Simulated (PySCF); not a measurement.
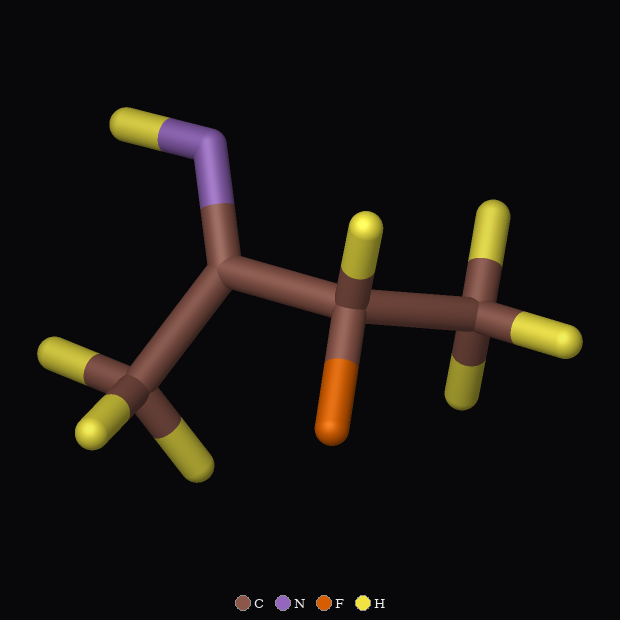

Stick drawing of a structure.

The geometry was computed by an optimisation with GFN2-xTB. No frequency run is at hand to confirm it as a minimum.

> Count the atoms of each element.

C4H8FN, 14 atoms: 4 carbon, 8 hydrogen, 1 fluorine and 1 nitrogen.

> How many bonds of each kind are drawn?

7 C–H, 3 C–C, 1 N–H, 1 C–N, 1 C–F.

> Does it have rings?

It has no ring.

> Write the SMILES.

[H]/N=C(\C)[C@H](C)F

More results for the same structure follow; atom numbers are the same in all pictures, views and colours differ.

### Symmetry

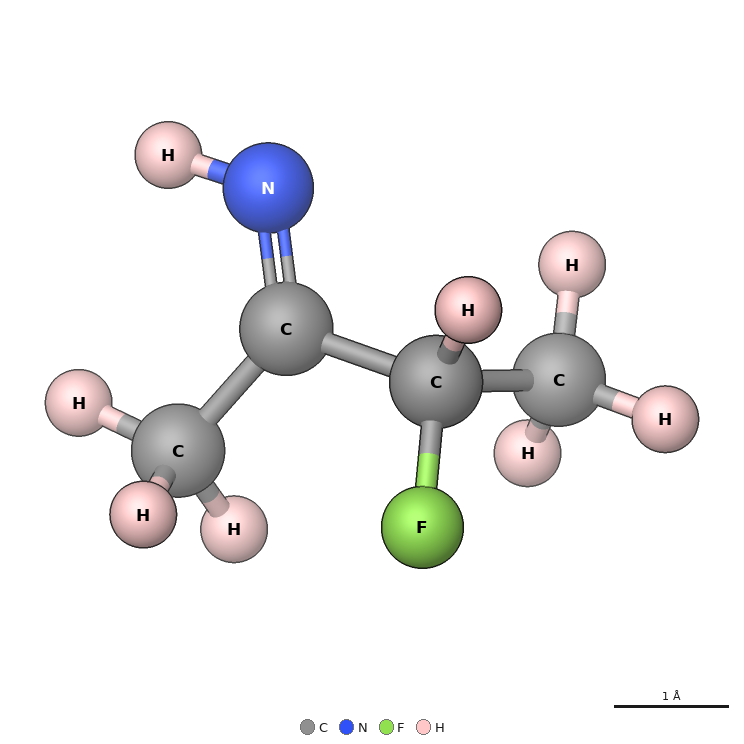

Atoms fade into the background with distance from the viewer. No frequency run is at hand to confirm it as a minimum. Masses are those of the most abundant isotopes; constants are for the rigid equilibrium geometry.

> Classify the rotor and give the rotational constants (cm⁻¹).

An asymmetric top (C1): A = 0.157, B = 0.102, C = 0.0767 cm⁻¹. Ray's parameter κ is −0.38, nearer the prolate limit.

### NMR shielding

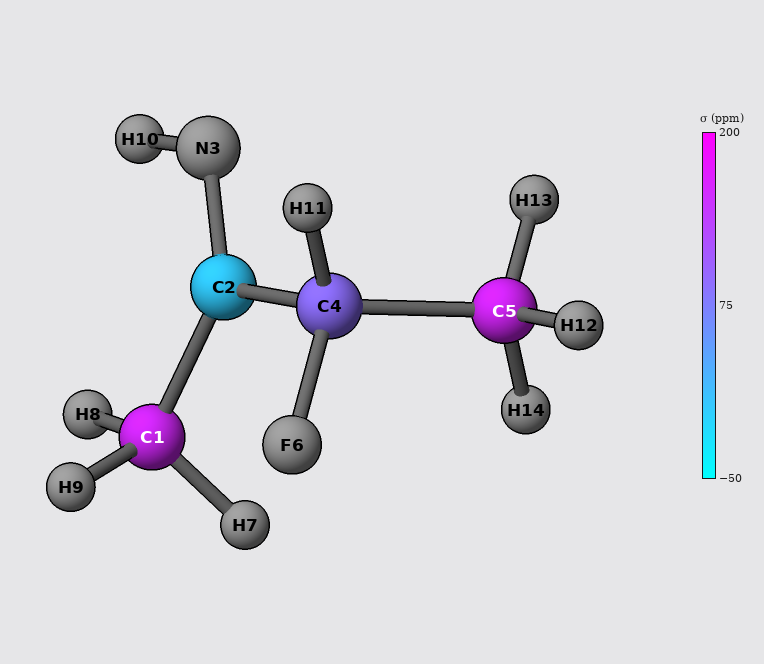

Atoms are coloured by their isotropic NMR shieldings (C only, the others grey). No frequency run is at hand to confirm it as a minimum. Method: GIAO PBE0/pcSseg-1 NMR shielding, non-relativistic, gas phase (PySCF 2.14.0).

> Which C atom is the most shielded (lowest chemical shift)?

C5 (162.8 ppm).

> Which C atom is the least shielded (highest chemical shift)?

C2 (−0.4 ppm).

> How wide is the range of C shifts?

163.2 ppm.

List the isotropic NMR shieldings of the C atoms.

| atom | σ (ppm) |
| --- | --- |
| C1 | 160.5 |
| C2 | −0.4 |
| C4 | 90.1 |
| C5 | 162.8 |

### Dipole moment

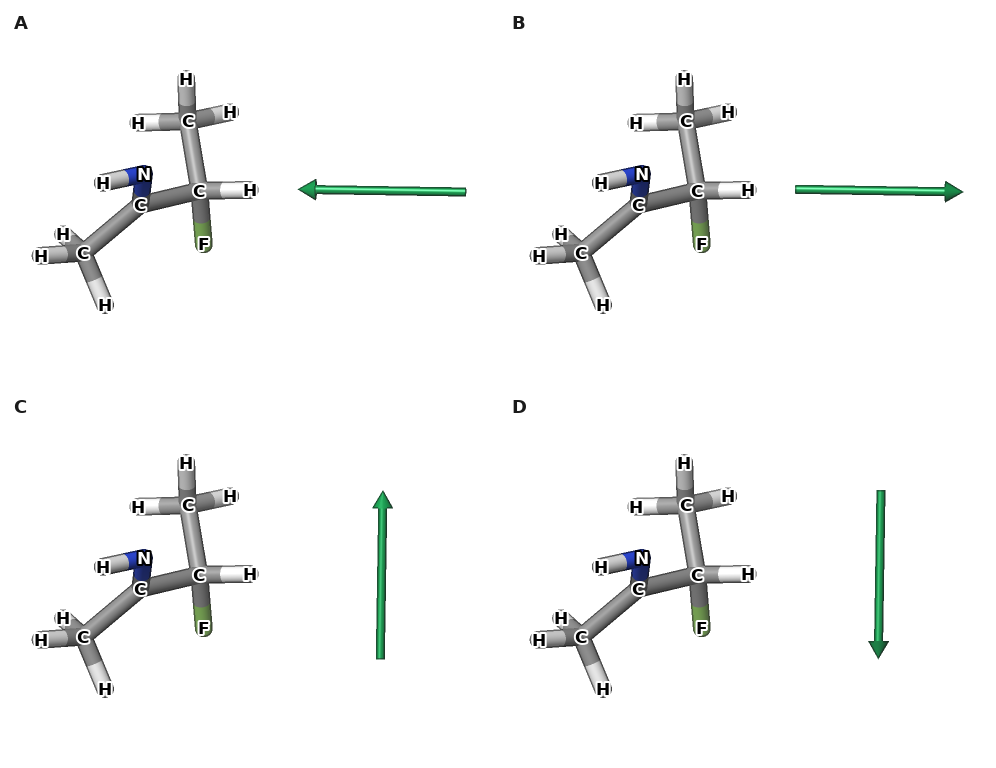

The same molecule four times, each with an arrow. No frequency run is at hand to confirm it as a minimum. Method: PBE0/def2-SVPD, gas phase (PySCF 2.14.0).

> Which arrow points along the dipole moment, from the negative to the positive end?

A. The dipole moment is 1.54 D.

### Polarisability

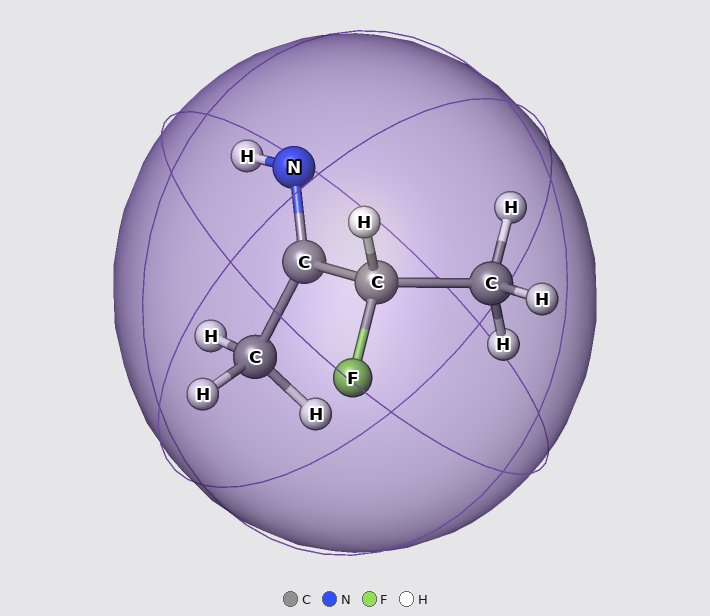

The ellipsoid shows the static dipole polarisability: its half-axes are proportional to the principal values. No frequency run is at hand to confirm it as a minimum. Method: PBE0/def2-SVPD (PySCF 2.14.0).

> How large and how anisotropic is the polarisability?

Principal values 48.4, 60.1, 64.0 bohr³; mean 57.5 bohr³ (8.52 Å³); anisotropy 14.1 bohr³, so the longest axis is 1.32 times the shortest.
